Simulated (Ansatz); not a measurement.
**BHOSi: density, localisation and related maps**

```yaml
atoms:
  - { symbol: B, position_ang: [-0.1224, 0.2003, 2.0380] }
  - { symbol: Si, position_ang: [-0.7066, -0.4547, 0.3072] }
  - { symbol: O, position_ang: [0.0071, 0.3383, -1.0045] }
  - { symbol: H, position_ang: [0.8220, -0.0839, -1.3407] }
```

The calculation used RKS PBE-D4/def2-SVP in Ansatz 0.2.0.

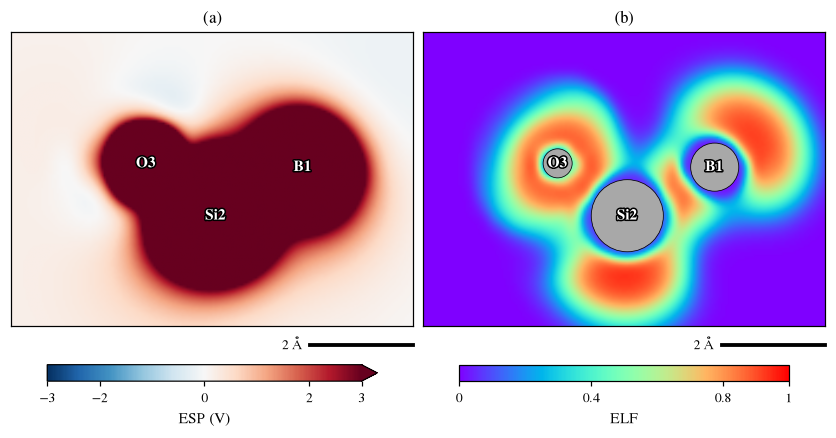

Figure 1. (a) electrostatic potential; (b) ELF on the plane of atoms B1, Si2 and O3. Grey discs cover the atomic cores in the ELF map.

**What do the fields say about this system?**

- Atoms in the plane: B, Si and O.
- Si–O (1.69 Å): the ELF peaks at about 0.85 between the atoms: a shared but strongly polarised pair.
- Si–B (1.94 Å): the ELF peaks at about 0.85 between the atoms: localised, covalent bonding.
- The ELF also peaks beside Si2, O3 and B1, away from the bonds: lone-pair regions.
- The potential has no marked negative region in this plane.

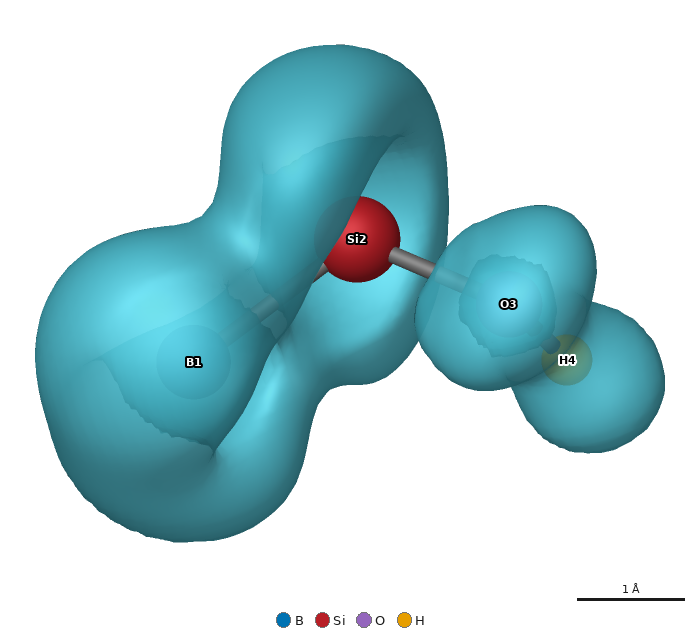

Figure 2. Isosurface of the electron localisation function at 0.75 (cyan), seen across its widest extent. Only the valence region is drawn (cores and ρ < 0.01 e/Å³ removed).

**Where are the electrons localised?**

The ELF exceeds this value in one joined region spread over several atoms (B, Si), in which their bonds and any lone pairs are merged and one joined region spread over several atoms (H, O), in which their bonds and any lone pairs are merged.

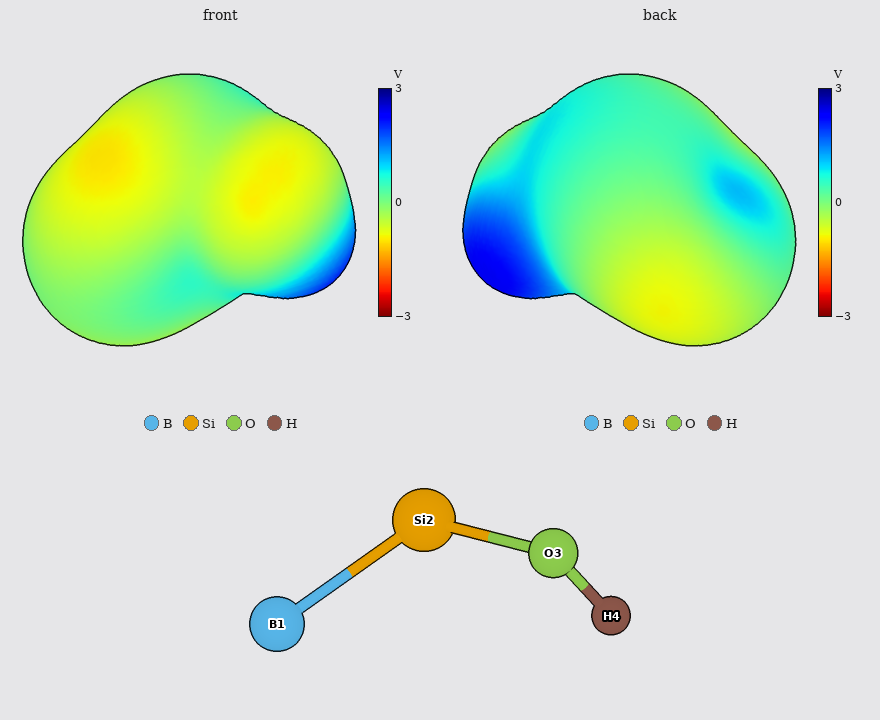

Figure 3. The molecular electrostatic potential painted on the density surface at 0.001 e/bohr³, seen from the front and from behind; the colour scale runs from red (negative) to blue (positive). The bare structure is drawn below in the same view.

**Which sites attract a positive test charge, and which a negative one?**

A positive charge is drawn to the negative regions and a negative charge to the positive ones. The most negative region (about −1.0 V) lies over Si2, the most positive (about +2.3 V) over H4.

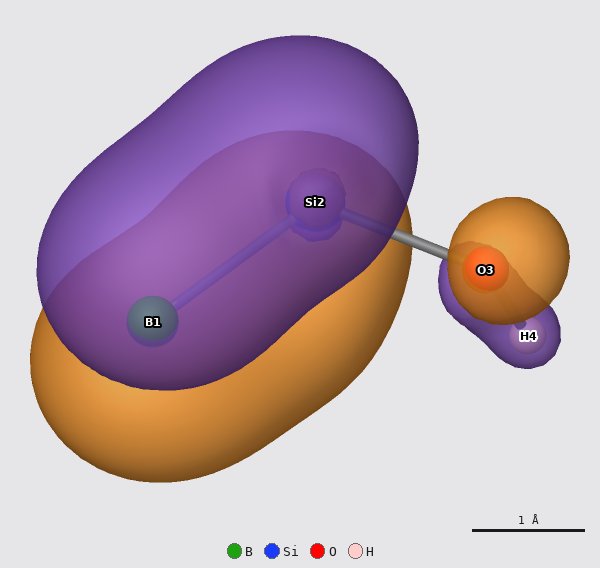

Figure 4. The HOMO at ±0.1 Å⁻³ᐟ² (orange and purple are the two phases), seen at a tilt.

**Describe this orbital and give its energy.**

By Hirshfeld shares it lies mainly on B1 (about 50 %) and Si2 (about 45 %); π-bonding across B1–Si2. Its energy is −4.59 eV.
